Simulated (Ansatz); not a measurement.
# RuBrF3: what a guessed cell relaxes into, part 2 of 2

Where does this trial cell of RuBrF3 go when cell and atoms are let free?

Ansatz 0.2.0; DFT PBE, scalar-relativistic, plane waves, PAW.

## (4) Final relaxation

The end of the coarse run is made exact in the group found at a tolerance of 0.06 Å and reduced to its primitive cell.

input.yaml

```yaml
crystal:
  lattice:
    - [4.1754782018, 0.0, 0.0]
    - [0.0, 4.1754782018, 0.0]
    - [0.0, 0.0, 4.1754782018]
  atoms:
    - { symbol: Ru, position: [0.0, 0.0, 0.0], spin: 1.74 }
    - { symbol: Br, position: [0.5, 0.5, 0.5], spin: 0.78 }
    - { symbol: F, position: [0.5, 0.0, 0.0], spin: 0.15 }
    - { symbol: F, position: [0.0, 0.5, 0.0], spin: 0.15 }
    - { symbol: F, position: [0.0, 0.0, 0.5], spin: 0.15 }
basis:
  ecutwfc: 420
kpoints:
  mp_grid: { grid: [10, 10, 10] }
hamiltonian:
  xc: pbe
scf:
  occupations: { method: gaussian, width: 0.1 }
output:
  forces: true
  stress: true
  eigenvalues: true
  populations: true
  write_density: true
  write_potential: true
  elf: true
  volumetric_format: npy
magnetization:
  spin_polarized: true
relax:
  adjacent_minimum: "off"
  f_tol: 0.01
  max_steps: 80
  cell: { stress_tol: 0.05 }
```

Command:

```
$ ansatz run input.yaml --threads 1 --pin off --max-ram 2560MiB --backend cpu --events-out ev --progress --plain --runs-dir out
```

The log of the run:

```text
Warning: RAYON_NUM_THREADS=1 ignored (pool sized by the plan → 1); use --threads N
Engine: ansatz 0.2.0, x86_64-unknown-linux-gnu
Pseudopotentials: kind: paw
Pseudopotential: Ru, paw, valence charge 16, recommended cutoff 420 eV (normal), Ru.paw.azcp
Pseudopotential: Br, paw, valence charge 7, recommended cutoff 420 eV (normal), Br.paw.azcp
Pseudopotential: F, paw, valence charge 7, recommended cutoff 420 eV (normal), F.paw.azcp
Functional definition: PBE
  parameter kappa = 0.804
  parameter beta = 0.06672455060314922
  exchange = pbe_x(kappa = kappa, mu = beta*pi^2/3)
  correlation = pbe_c(beta = beta)
Crystal: 5 atoms, lattice volume = 72.798 Å³
Basis set: ecut = 420 eV, 1365 PW (Γ), exchange–correlation on 60×60×60 points (8 copies of the dense FFT grid, shifted against one another)
Bands: 29, of which v1, the nominal top of the filled ones, is band 22 counted from 1 (21 counted from 0)
Symmetry: 48 space group operations
Space group: Pm-3m (ITA 221), of the structure as read, at distance tolerance 4.2e-5 Å
Magnetic group: BNS 221.92 (UNI 1594), of the structure as read, at distance tolerance 4.2e-5 Å
k-points: 56 of 1000
Non-local potential: Ru, projectors of the file, l = 0: 3, l = 1: 2, l = 2: 2, l = 3: 1
Non-local potential: Br, projectors of the file, l = 0: 2, l = 1: 2, l = 2: 2
Non-local potential: F, projectors of the file, l = 0: 2, l = 1: 2, l = 2: 1
PAW form: soft (Blöchl's): semilocal exchange-correlation on the pseudo side does not see the compensation charge
PAW one-centre angular grid: Ru, 590 points (default); XC on 64 Gauss nodes
PAW one-centre angular grid: Br, 110 points (default); XC on 64 Gauss nodes
PAW one-centre angular grid: F, 110 points (default); XC on 64 Gauss nodes
Initial density: superposition of atomic densities (chi_scale 0.1, normalization cell, long waves kept (reshape's long-wave potential 0.02 eV rms))
Starting moments: Σ|m| = 2.97 μB on 5 of 5 sites
Initial wavefunctions: pseudopotential atomic-orbital guess
Functional: x = pbe(κ = 0.804, μ = 0.2195149727645171), c = pbe(β = 0.06672455060314922)
SCF iter   1: F=—  HF=-11084.367231 eV  |F-HF|=—  |Δ(HF+E_count)|=         —  Δρ=7.64e-2 (↑6.94e-2 ↓7.64e-2)  dr2=1.27e1  dr2_m=1.44e-1  M=2.860 μB ∫|m|=2.863 μB  β_m=0.30  ethr=3.10e-3  ⟨swp⟩=6.0  Hψ=13517  notcnv=0
Mixer restart at iter 1: flushing history
preconditioner: auto → Kerker (q_TF=auto, 2.509 Å⁻¹)  [metal: Δε(μ)=0.003 eV  Ē_g=12.887 eV  σ=0.100 eV  W_gap=0.02  n_scr=18 (ndim 8)  ℏωp=26.1 eV  f_vac=0.001  D(μ)=4.59/eV (n_scr^D=56)]
spin=Collinear: Kerker preconditioning applied to the charge; magnetization (m = ρ↑ − ρ↓) channel mixes plain (no charge-response kernel on spin).
SCF iter   2: F=—  HF=-11081.139323 eV  |F-HF|=—  |Δ(HF+E_count)|=    3.23e0  Δρ=3.59e-2 (↑3.59e-2 ↓3.23e-2)  dr2=2.39e0  dr2_m=6.55e-2  M=2.859 μB ∫|m|=2.863 μB  β_m=0.40  ethr=3.10e-3  ⟨swp⟩=2.2  Hψ=6809  notcnv=0  defer=163
SCF iter   3: F=—  HF=-11080.979932 eV  |F-HF|=—  |Δ(HF+E_count)|=   1.59e-1  Δρ=1.88e-2 (↑1.88e-2 ↓1.39e-2)  dr2=4.17e-1  dr2_m=2.64e-2  M=2.872 μB ∫|m|=2.880 μB  β_m=0.70  ethr=3.10e-3  ⟨swp⟩=2.6  Hψ=6528  notcnv=0  defer=162
SCF iter   4: F=—  HF=-11082.122166 eV  |F-HF|=—  |Δ(HF+E_count)|=    1.14e0  Δρ=9.99e-3 (↑6.00e-3 ↓9.99e-3)  dr2=1.76e-1  dr2_m=1.38e-2  M=3.019 μB ∫|m|=3.030 μB  β_m=0.85  ethr=9.48e-4  ⟨swp⟩=2.6  Hψ=6488  notcnv=0  defer=157
SCF iter   5: F=—  HF=-11082.292777 eV  |F-HF|=—  |Δ(HF+E_count)|=         —  Δρ=9.94e-3 (↑9.94e-3 ↓7.50e-3)  dr2=2.50e-2  dr2_m=4.25e-2  M=3.462 μB ∫|m|=3.476 μB  β_m=0.85  ethr=4.00e-4  ⟨swp⟩=2.1  Hψ=5664  notcnv=0  defer=157
Mixer restart at iter 5: flushing history
SCF iter   6: F=—  HF=-11082.299354 eV  |F-HF|=—  |Δ(HF+E_count)|=   6.58e-3  Δρ=2.65e-3 (↑2.65e-3 ↓2.03e-3)  dr2=9.46e-3  dr2_m=2.30e-3  M=3.485 μB ∫|m|=3.501 μB  β_m=0.93  ethr=5.69e-5  ⟨swp⟩=2.5  Hψ=6338  notcnv=0  defer=154
SCF iter   7: F=—  HF=-11082.296412 eV  |F-HF|=—  |Δ(HF+E_count)|=   2.94e-3  Δρ=7.02e-4 (↑5.58e-4 ↓7.02e-4)  dr2=8.68e-4  dr2_m=1.14e-4  M=3.489 μB ∫|m|=3.506 μB  β_m=0.96  ethr=2.15e-5  ⟨swp⟩=2.0  Hψ=4413  notcnv=0  defer=154
SCF iter   8: F=—  HF=-11082.297205 eV  |F-HF|=—  |Δ(HF+E_count)|=   7.93e-4  Δρ=1.20e-3 (↑3.78e-4 ↓1.20e-3)  dr2=1.83e-3  dr2_m=2.59e-4  M=3.490 μB ∫|m|=3.507 μB  β_m=0.96  ethr=1.97e-6  ⟨swp⟩=2.5  Hψ=5542  notcnv=0  defer=153
SCF iter   9: F=—  HF=-11082.297744 eV  |F-HF|=—  |Δ(HF+E_count)|=   5.40e-4  Δρ=6.61e-4 (↑2.06e-4 ↓6.61e-4)  dr2=7.14e-4  dr2_m=8.83e-5  M=3.492 μB ∫|m|=3.509 μB  β_m=0.98  ethr=1.97e-6  ⟨swp⟩=2.1  Hψ=4827  notcnv=0  defer=153
SCF iter  10: F=—  HF=-11082.297746 eV  |F-HF|=—  |Δ(HF+E_count)|=   1.36e-6  Δρ=2.03e-4 (↑7.55e-5 ↓2.03e-4)  dr2=4.92e-5  dr2_m=5.66e-6  M=3.495 μB ∫|m|=3.512 μB  β_m=0.97  ethr=1.62e-6  ⟨swp⟩=2.0  Hψ=4251  notcnv=0  defer=151
SCF iter  11: F=—  HF=-11082.299361 eV  |F-HF|=—  |Δ(HF+E_count)|=   1.62e-3  Δρ=7.00e-5 (↑4.60e-5 ↓7.00e-5)  dr2=9.76e-6  dr2_m=4.81e-7  M=3.493 μB ∫|m|=3.510 μB  β_m=0.98  ethr=1.12e-7  ⟨swp⟩=2.1  Hψ=5786  notcnv=0  defer=151
SCF iter  12: F=—  HF=-11082.299362 eV  |F-HF|=—  |Δ(HF+E_count)|=   1.37e-6  Δρ=2.25e-5 (↑9.71e-6 ↓2.25e-5)  dr2=1.40e-6  dr2_m=6.31e-8  M=3.493 μB ∫|m|=3.510 μB  β_m=0.99  ethr=2.22e-8  ⟨swp⟩=2.3  Hψ=4909  notcnv=0  defer=151
SCF iter  13: F=—  HF=-11082.299362 eV  |F-HF|=—  |Δ(HF+E_count)|=   6.02e-9  Δρ=5.45e-6 (↑1.76e-6 ↓5.45e-6)  dr2=6.85e-8  dr2_m=4.32e-9  M=3.493 μB ∫|m|=3.510 μB  β_m=1.00  ethr=3.18e-9  ⟨swp⟩=1.6  Hψ=3786  notcnv=0  defer=151
SCF iter  14: F=-11082.299362 eV  HF=-11082.299363 eV  |F-HF|=2.46e-8  |Δ(HF+E_count)|=   1.07e-8  Δρ=3.64e-6 (↑6.66e-7 ↓3.64e-6)  dr2=3.04e-8  dr2_m=2.09e-9  M=3.493 μB ∫|m|=3.510 μB  ethr=1.56e-10  ⟨swp⟩=11.5  Hψ=21984  notcnv=0
SCF 1 converged in 14 iterations: F = -11082.299362 eV  dr2 = 3.04e-8
relax step   1: F+E_penalty+E_count = -11082.29936249 eV  Δ(F+E_penalty+E_count) = +0.000e0 eV  max|allowed force component| = 1.663e-29 eV/Å  Δτ_max = 0.0000 Å  P = +0.969 GPa  Ω = 72.798 Å³  (14 SCF iters, dr2 threshold 1.00e-7 eV, accepted)
[... 15 lines left out ...]
relax step   2: F+E_penalty+E_count = -11082.29948796 eV  Δ(F+E_penalty+E_count) = -1.255e-4 eV  max|allowed force component| = 1.210e-29 eV/Å  Δτ_max = 0.0000 Å  P = +0.151 GPa  Ω = 73.434 Å³  energy of the carried Pulay correction = -2.069e-3 eV  (8 SCF iters, dr2 threshold 5.00e-7 eV, accepted)
[... 12 lines left out ...]
relax step   3: F+E_penalty+E_count = -11082.29916272 eV  Δ(F+E_penalty+E_count) = +3.252e-4 eV  max|allowed force component| = 5.430e-30 eV/Å  Δτ_max = 0.0000 Å  P = +0.007 GPa  Ω = 73.552 Å³  energy of the carried Pulay correction = -2.452e-3 eV  (7 SCF iters, dr2 threshold 5.69e-8 eV, accepted)
[... 13 lines left out ...]
relax step   4: F+E_penalty+E_count = -11082.30176657 eV  Δ(F+E_penalty+E_count) = -2.604e-3 eV  max|allowed force component| = 2.728e-30 eV/Å  Δτ_max = 0.0000 Å  P = +0.079 GPa  Ω = 73.552 Å³  stress off target by 7.86e-2 GPa  SCF on the basis re-selected at this cell (its energy is not comparable with the rows above)  (10 SCF iters)
[... 11 lines left out ...]
relax step   5: F+E_penalty+E_count = -11082.30157223 eV  Δ(F+E_penalty+E_count) = +1.943e-4 eV  max|allowed force component| = 3.287e-30 eV/Å  Δτ_max = 0.0000 Å  P = +0.005 GPa  Ω = 73.617 Å³  energy of the carried Pulay correction = -2.113e-4 eV  (6 SCF iters, dr2 threshold 1.54e-8 eV, accepted)
[... 11 lines left out ...]
relax step   6: F+E_penalty+E_count = -11082.30171882 eV  Δ(F+E_penalty+E_count) = -1.466e-4 eV  max|allowed force component| = 1.269e-29 eV/Å  Δτ_max = 0.0000 Å  P = +0.008 GPa  Ω = 73.617 Å³  stress off target by 7.72e-3 GPa  SCF on the basis re-selected at this cell (its energy is not comparable with the rows above)  (8 SCF iters)
basis re-selected at this cell: Δ(F+E_penalty+E_count) = -1.466e-4 eV, ΔP = +0.003 GPa vs the last step (what re-selecting the basis moved, of the pressure what is left beyond the Pulay correction that the steps carried, after the strain that the cell walked since its last selection, with what the two solves' SCF thresholds leave and, on support functions, any second-order correction that the steps lacked; it is no measure of the basis error at this ecutwfc). This SCF's stress stands 7.72e-3 GPa from its target on what of the cell is left free (relax.cell.stress_tol is 5.00e-2 GPa) and its largest allowed force component is 1.27e-29 eV/Å (relax.f_tol is 1.00e-2 eV/Å): within both
SCF converged after 8 iterations
Magnetization: 3.5292 μB (23.7646 up, 20.2354 down)
Absolute magnetization: 3.5443 μB (∫|ρ↑−ρ↓|, with the PAW one-centre terms)
Spin contamination: 0.0103 ħ² per cell (⟨S²⟩ above its minimum at these occupations)
Per-site moments (μB) at R_I (Å): [(1.7591305615932744, 0.8644121863433674), (0.7178053256466432, 1.2224634374073693), (0.14217403316709096, 0.8644121863433674), (0.1421740331670908, 0.8644121863433674), (0.14217403316709115, 0.8644121863433674)]
Free energy (F): -11082.301719 eV
Harris-Foulkes:  -11082.301719 eV  (|F-HF|=2.91e-11)
Internal energy: -11082.270607 eV  (E = F + TS)
E sigma→0 (E₀):  -11082.286163 eV
Entropy (-TS):   -0.031112 eV (-6.222 meV/atom)
Fermi energy:    6.397054 eV
--- Per-component energies (eV) ---
  E_band       = -394.145519
  E_kinetic    = 1253.735041
  E_local      = -4320.293349  (includes V_loc(G=0)·N_el)
  E_nonlocal   = 638.755397
  E_hartree    = 1551.947200
  E_xc         = -686.381850
  E_vxc        = -638.862449  (∫ρ·V_xc dr)
  E_paw        = -6309.166399  (= ΣΔE_a)
  E_vpaw       = -431.380223  (= ΣTr[D̂ρ^β])
  E_aug_tail   = 0.005923  (compensation charges beyond the density's cutoff)
  E_ewald      = -3210.872570
  E_smearing   = -0.031112  (= −TS)
  E_closure    = 0.000000  (closes the sum)
  Σ components = -11082.301719   (vs F -11082.301719, Δ=0.00e0)
--- Forces (eV/Å), atoms counted from 1 ---
  atom   1  Ru    -0.00000000     0.00000000    -0.00000000
  atom   2  Br    -0.00000000    -0.00000000     0.00000000
  atom   3  F     -0.00000000    -0.00000000    -0.00000000
  atom   4  F      0.00000000     0.00000000     0.00000000
  atom   5  F      0.00000000     0.00000000     0.00000000
  max |Σ_I F_I| component: 1.54e-29 eV/Å
--- Stress (GPa, compression-positive) ---
        0.007718       0.000000       0.000000
        0.000000       0.007718      -0.000000
        0.000000      -0.000000       0.007718
  P = ⅓ Tr σ = 0.0077 GPa (0.077 kbar)
--- Band table (eV; the first three rows and the last of 112) ---
  k-point 0 ↑: bands = ["-68.0254", "-38.0086", "-38.0086", "-38.0086", "-17.2075", "-16.8926", "-16.8926", "-7.1720", "0.5262", "0.5262", "0.5262", "2.0110", "2.0110", "2.0110", "2.3037", "2.3037", "2.3037", "3.9237", "3.9237", "3.9237", "4.9953", "4.9953", "6.0357", "6.0357", "6.0357", "11.1992", "15.4181", "15.4181", "19.0286"]
[... 3 lines left out ...]
--- Relaxed structure (4 steps of the walk, 4 accepted, 2 SCFs on fresh bases) ---
  F+E_penalty+E_count = -11082.30171882 eV   max|allowed force component| = 1.269e-29 eV/Å   (the final SCF, on the basis selected at the relaxed cell)
  cell:  # Å, volume = 73.6175 Å³
    - [4.191089388331478, 4.0374312636242833e-35, -4.413589455887416e-35]
    - [-8.802101698957288e-35, 4.191089388331478, 0.0]
    - [-2.8086478355647186e-35, 0.0, 4.191089388331478]
  atoms:
    - { symbol: Ru, position: [3.843731286673347e-37, -1.0209911226906656e-37, 1.8017490409389346e-37] }
    - { symbol: Br, position: [0.5, 0.5, 0.5] }
    - { symbol: F, position: [0.5, 7.687462574318545e-37, 1.8017490409039707e-37] }
    - { symbol: F, position: [-5.765596931189883e-37, 0.5, 1.801749040903976e-37] }
    - { symbol: F, position: [-9.609328225029694e-38, -1.0209911227605829e-37, 0.5] }
--- Löwdin populations: 5 sites ---
  site symbol       q [e]    m [muB]
     0     Ru     14.5584     2.1673
     1     Br      7.0081     0.8682
     2      F      7.4323     0.1515
     3      F      7.4323     0.1515
     4      F      7.4323     0.1515
  spilling = 0.003102 (of n_electrons = 44.000000)
```

It took 3.5 min on 1 thread of Intel Xeon at 2.50GHz (Skylake/Cascade Lake), shared host; peak memory 0.52 GiB.

Relaxation path:

```
step  E - E(step 1) (eV/cell)  largest force component (eV/Å)  pressure (GPa)  volume (Å³)
   1                   0.0000                          0.0000            0.97        72.80
   2                  -0.0001                          0.0000            0.15        73.43
   3                   0.0002                          0.0000            0.01        73.55
   4                  -0.0024                          0.0000            0.08        73.55
   5                  -0.0022                          0.0000            0.01        73.62
   6                  -0.0024                          0.0000            0.01        73.62
```

Step 1 is the start. Steps 4, 6 each repeat the geometry before them on a plane-wave basis chosen anew, so the energy can jump there without any move.

|  | before | after | change |
| --- | --- | --- | --- |
| a (Å) | 4.175 | 4.191 | +0.4 % |
| b (Å) | 4.175 | 4.191 | +0.4 % |
| c (Å) | 4.175 | 4.191 | +0.4 % |
| volume (Å³/atom) | 14.56 | 14.72 | +1.1 % |
| shortest distance (Å) | 2.088 | 2.096 | +0.4 % |
| space group (0.01 Å) | Pm-3m | Pm-3m | same |

The run keeps the 48 symmetry operations of the start, so it could not have lowered the symmetry.

By site:

```tsv
atom	moment in the atom's sphere (μB)	Löwdin electrons
Ru1	1.76	14.56
Br2	0.72	7.01
F3	0.14	7.43
F4	0.14	7.43
F5	0.14	7.43
```

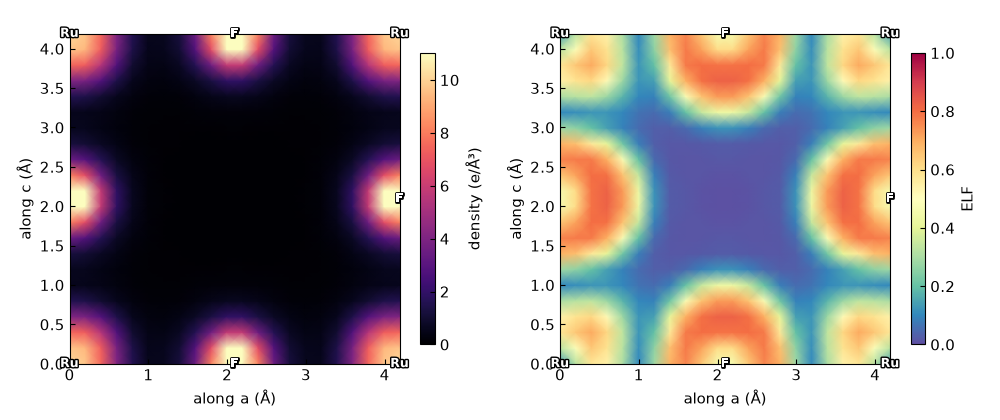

Density (left) and ELF (right) in a lattice plane of the grid's cell (edges 4.19 and 4.19 Å, at 0.000 of the third edge), which holds Ru and F. Only atoms in the plane are labelled; the density scale stops at 11.02 e/Å³. Both are smooth fields of the valence electrons: close to the nuclei they are not physical.

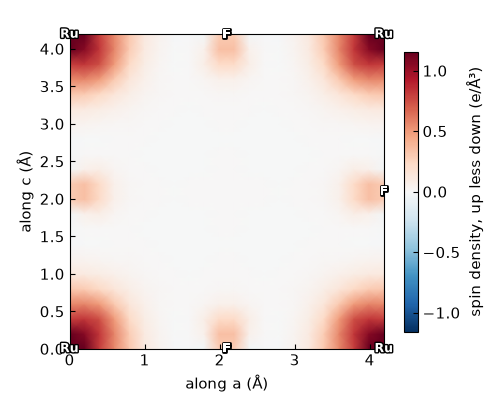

Spin density in a lattice plane of the grid's cell (edges 4.19 and 4.19 Å, at 0.000 of the third edge), which holds Ru and F.

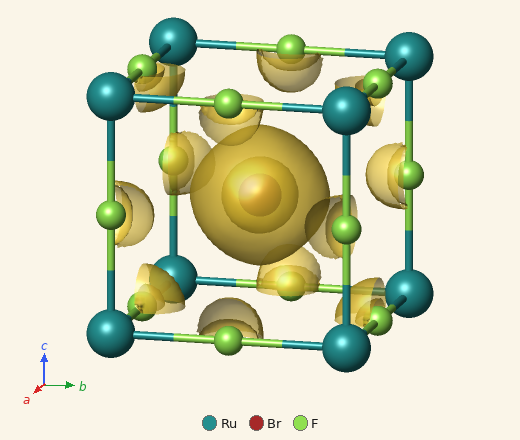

Surface of ELF = 0.77, drawn in one cell.

Outside the cores ELF peaks at 0.88 in the shell around Br, 0.9 Å from Br; 0.83 beside F, off the lines to its neighbours, 0.6 Å from F.

## (5) Summary of results

This closing draws on all 2 parts. Changes of volume or cell count from the first structure of part 1.

```
                                                              quantity                                                                      value
                                symmetry at the end (tolerance 0.05 Å)                                                space group Pm-3m (No. 221)
                                                     conventional cell  a = 4.191 Å, b = 4.191 Å, c = 4.191 Å, α = 90.00°, β = 90.00°, γ = 90.00°
                                                                volume                                                              14.72 Å³/atom
energy over the elements (uncorrected; H, N, O, F and Cl as molecules)                                                              -0.73 eV/atom
                                                       gap on the mesh                                                               none (metal)
                                                          total moment                                                               3.53 μB/cell
```

What this shows: The space group Pm-3m (No. 221) is kept, and the volume per atom grows by 10.3 % from the first guess. It lies below the elements, which doesn't yet make it stable: competing phases were not computed in this session. No finished test with a distortion of lower symmetry is shown, so the end may be a saddle point. Other magnetic orders were not searched.
